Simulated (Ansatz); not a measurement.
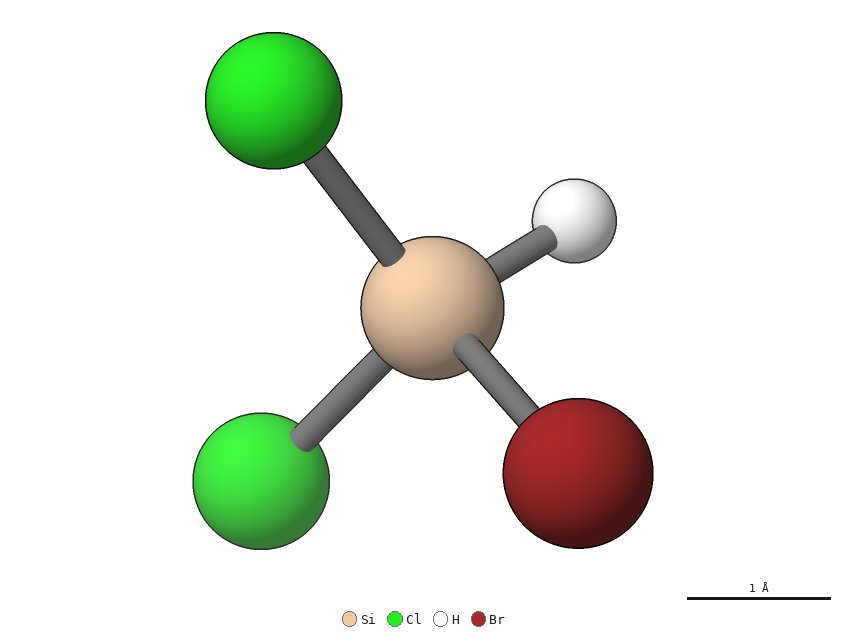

The picture shows a molecular structure as a ball-and-stick model.

Computed geometry: PBE0-D4/def2-TZVP optimisation.

What does the picture show?

The molecule is BrCl2HSi. This geometry has Cs symmetry. Coordination: 1 Si tetrahedral.

More results for the same structure follow; atom numbers are the same in all pictures, views and colours differ.

Geometry

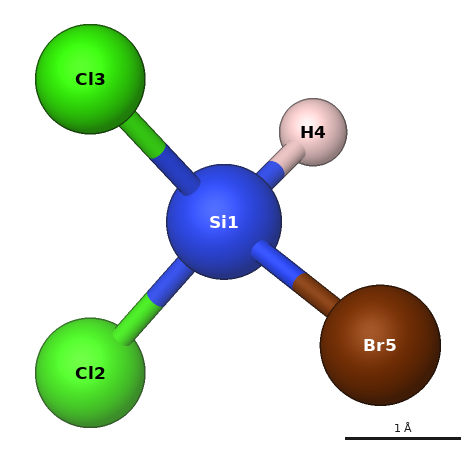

Numbered structure.

Which atoms are bonded, and how long are the bonds?

```json
{"bond": "Si1–Cl2", "length (Å)": "2.031"}
{"bond": "Si1–Cl3", "length (Å)": "2.031"}
{"bond": "Si1–H4", "length (Å)": "1.470"}
{"bond": "Si1–Br5", "length (Å)": "2.196"}
```

Electronic properties

Level of theory: RKS PBE0-D4/def2-TZVPP (Ansatz 0.2.0).

What does the calculation give?

- HOMO energy (Kohn–Sham orbital): −8.93 eV
- LUMO energy (Kohn–Sham orbital): −0.49 eV
- HOMO–LUMO gap: 8.44 eV

Vibrations

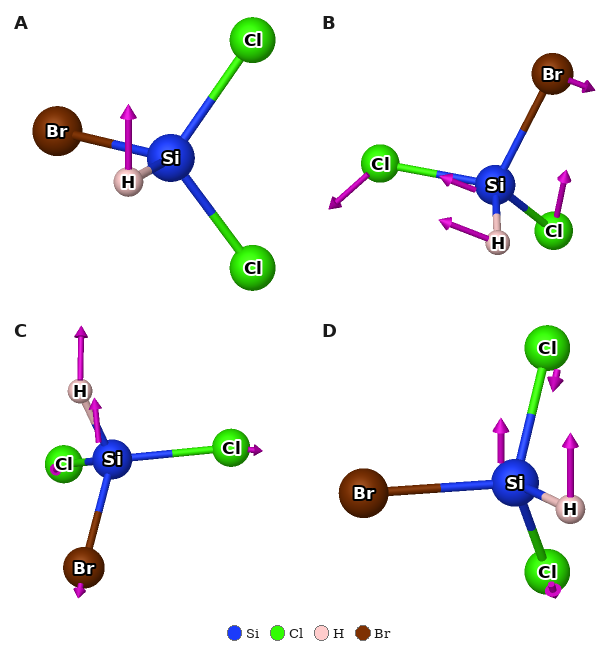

4 normal modes of one molecule or complex, as arrows. Harmonic vibrations computed with RKS PBE0-D4/def2-TZVP (Ansatz 0.2.0) at a stationary point of the same level.

> Match the panels to the wavenumbers 142 cm⁻¹, 422 cm⁻¹, 602 cm⁻¹, 794 cm⁻¹.

A: 794 cm⁻¹, Cl–Si–H bending
B: 142 cm⁻¹, Br–Si–Cl bending
C: 422 cm⁻¹
D: 602 cm⁻¹, out-of-phase stretching of 2 Cl–Si bonds

Charges

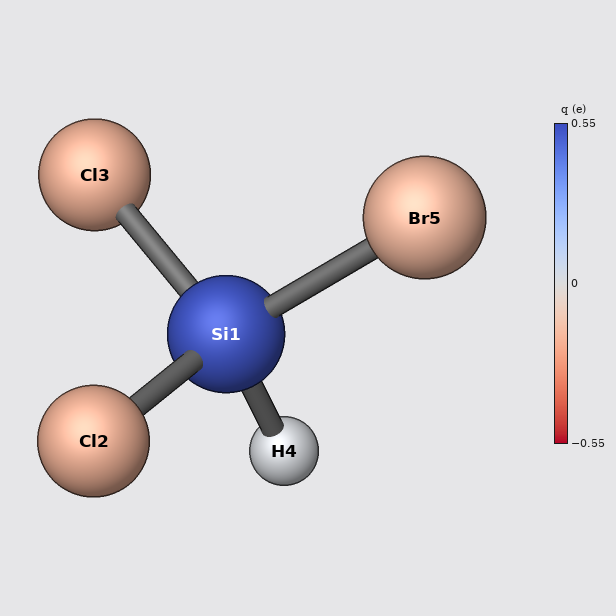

Atoms are coloured by their Mulliken charges. Method: RKS PBE0-D4/def2-TZVP (Ansatz 0.2.0).

List the Mulliken charges.

```
atom  value (e)
 Si1       0.52
 Cl2      −0.18
 Cl3      −0.18
  H4       0.01
 Br5      −0.17
```

Mulliken values depend strongly on the basis set and can even reverse the polarity of a bond.
